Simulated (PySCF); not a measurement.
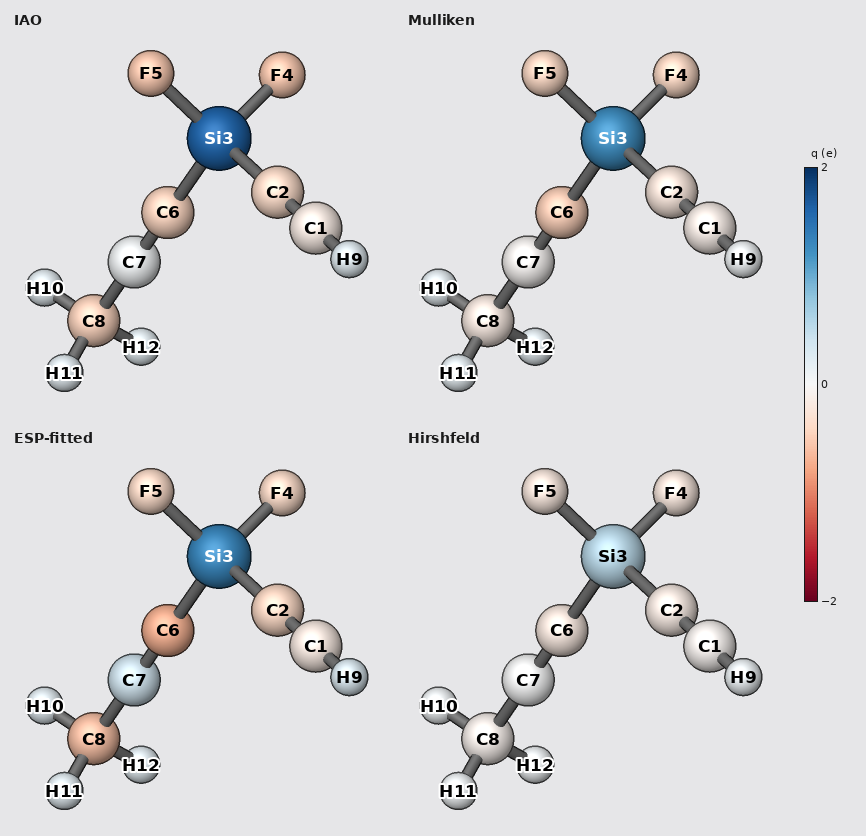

Atomic charges of one calculation by 4 schemes, on one colour scale. The geometry was computed by an optimisation with GFN2-xTB. No frequency run is at hand to confirm it as a minimum. Method: PBE0/pcSseg-1 (PySCF 2.14.0).

### On which atom do the schemes disagree most?

On Si3 (from 0.54 to 1.61 e).

List the charges (e), one line for each set of equivalent atoms. Atoms whose distances differ by more than 0.02 Å in this geometry are listed apart.

```tsv
atom	IAO	Mulliken	ESP-fitted	Hirshfeld
C1	−0.14	−0.12	−0.17	−0.05
C2	−0.37	−0.22	−0.40	−0.15
Si3	1.61	1.24	1.31	0.54
F4	−0.52	−0.40	−0.36	−0.19
F5	−0.52	−0.40	−0.36	−0.19
C6	−0.43	−0.48	−0.69	−0.19
C7	0.06	−0.03	0.38	0.01
C8	−0.44	−0.16	−0.58	−0.09
H9	0.21	0.08	0.27	0.11
H10	0.18	0.16	0.20	0.07
H11	0.18	0.16	0.20	0.07
H12	0.18	0.16	0.20	0.07
```

The geometry is semi-empirical. Around Si such bond lengths and angles can be off by a tenth of an ångström or more and by several degrees, and values that hang on the shape move with them.
